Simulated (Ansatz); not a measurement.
Molecule: PBr₃, SMILES BrP(Br)Br.

Kohn-Sham orbital energies near the frontier, ωB97M-V/def2-TZVPP with the Ansatz code, at a PBE0-D4/def2-TZVP geometry (a minimum by its frequencies), isolated molecule; empty levels in grey, levels within 0.03 eV side by side.

Where do the frontier orbitals lie?

Answer. HOMO at −9.88 eV, LUMO at −0.09 eV, 9.80 eV apart.

How far below the HOMO does the next level lie?

Answer. 0.78 eV.

List the levels.

Answer.
```csv
orbital,energy (eV)
LUMO+2,0.34
LUMO+1,0.34
LUMO,−0.09
HOMO,−9.88
HOMO−1,−10.66
HOMO−2,−10.92
HOMO−3,−10.92
HOMO−4,−11.84
HOMO−5,−11.84
HOMO−6,−13.36
```

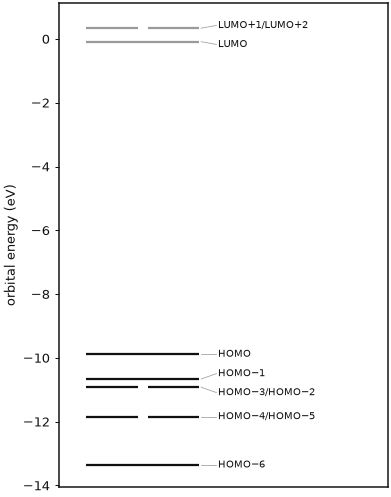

Caveats: no scalar relativity up to krypton; spin-orbit coupling is left out, and with Br it can shift these levels and split any degenerate set; empty levels above zero depend strongly on the basis.
